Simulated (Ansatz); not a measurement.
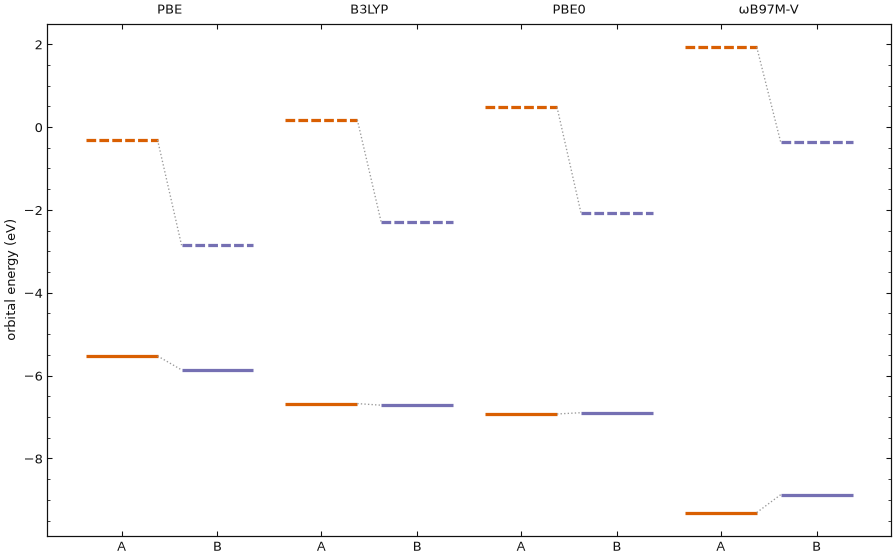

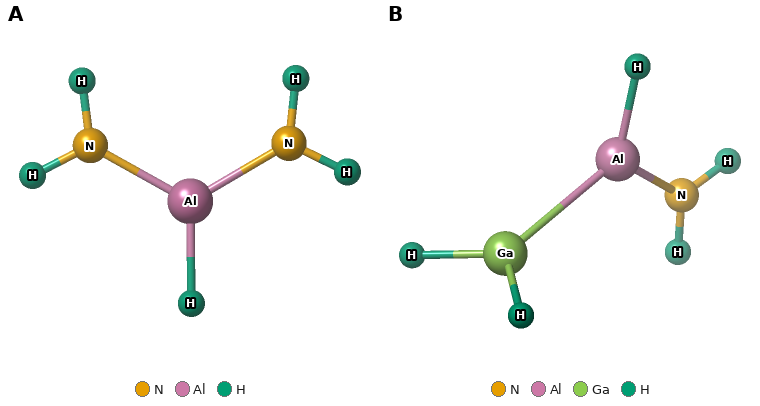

One change: A, AlN₂H₅ (SMILES [NH2][AlH][NH2]), becomes B, GaAlNH₅ (SMILES [NH2][AlH][GaH2]). NH₂ on Al is replaced by GaH₂. HOMO (solid) and LUMO (dashed) computed in def2-TZVPP at PBE0-D4/def2-TZVP geometries, both minima by their frequencies, gas phase, the Ansatz code 0.2.0. Empty levels above zero depend strongly on the basis.

What does the change do to HOMO and LUMO?

Answer. PBE: the HOMO falls by 0.34 eV, the LUMO falls by 2.54 eV, and the separation goes from 5.22 to 3.01 eV. B3LYP: the HOMO falls by 0.04 eV, the LUMO falls by 2.48 eV, and the separation goes from 6.85 to 4.41 eV. PBE0: the HOMO rises by 0.03 eV, the LUMO falls by 2.55 eV, and the separation goes from 7.41 to 4.82 eV. ωB97M-V: the HOMO rises by 0.43 eV, the LUMO falls by 2.29 eV, and the separation goes from 11.24 to 8.51 eV.

Do the functionals agree on the effect?

Answer. Not on every direction; the HOMO shift lies between −0.34 and 0.43 eV and the LUMO shift between −2.55 and −2.29 eV, while the separations themselves differ by up to 6.0 eV between functionals.
